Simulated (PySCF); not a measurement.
Consider C4H11NSSi2 (SMILES [H]/N=C/C(=C/[SiH2][SiH3])SC).

The calculation's input:

```
{"job": {"kind": "nmr", "xc": "PBE0", "basis": "pcSseg-1"}, "charge": 0, "multiplicity": 1}
C     -2.110636    -1.559166     0.892610
S     -0.419602    -1.526780     0.216563
C     -0.553110    -0.015679    -0.731577
C     -1.348722    -0.113137    -1.945313
N     -1.601749     0.914060    -2.632780
C      0.086964     1.086074    -0.331025
Si     1.159416     1.181033     1.210715
Si     3.202265     0.162109     0.826612
H     -2.256239    -0.683954     1.519369
H     -2.196124    -2.466450     1.481160
H     -2.832226    -1.570169     0.080859
H     -1.680931    -1.131652    -2.194024
H     -2.151420     0.749195    -3.472242
H     -0.013970     1.947289    -0.979303
H      1.245041     2.621904     1.496609
H      0.396086     0.602298     2.324430
H      4.103941     0.380890     1.961453
H      3.086847    -1.281724     0.622983
H      3.874365     0.713112    -0.354561
```

Run with:

```sh
OMP_NUM_THREADS=1 python probes_run.py task.json out
```

Geometry: GFN2-xTB.

The calculation used PySCF, PBE0/pcSseg-1, SCF density, gas phase, non-relativistic.

Q: What will maps of the electron density and electron localisation function show?

A: C–N (1.26 Å): the density is about 2.8 e/Å³ at the midpoint; the ELF peaks at about 0.90 between the atoms (a short, multiple covalent bond).
C–C (1.34 Å): the density is about 2.3 e/Å³ at the midpoint; the ELF peaks at about 0.90 between the atoms; a multiple bond.
C–S (1.79 Å): ρ is about 1.3 e/Å³ halfway; the ELF peaks at about 0.95 between the atoms: a covalent bond.
C–Si (1.88 Å): the density is about 0.93 e/Å³ at the midpoint; the ELF peaks at about 0.95 between the atoms: localised, covalent bonding.

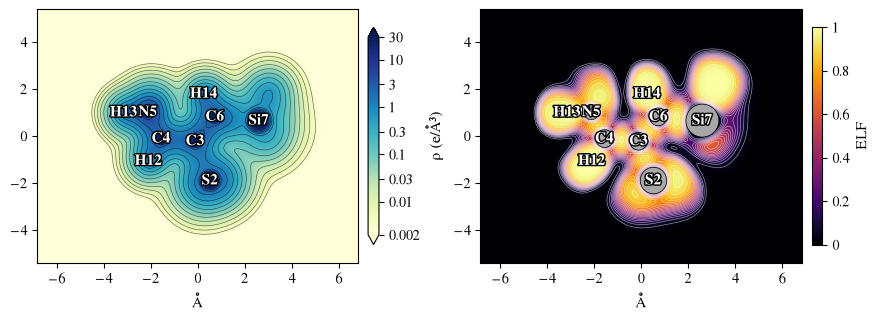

Computed electron density and electron localisation function on the plane of atoms C3, C6 and Si7, in this order. Grey discs cover the atomic cores in the ELF map. 
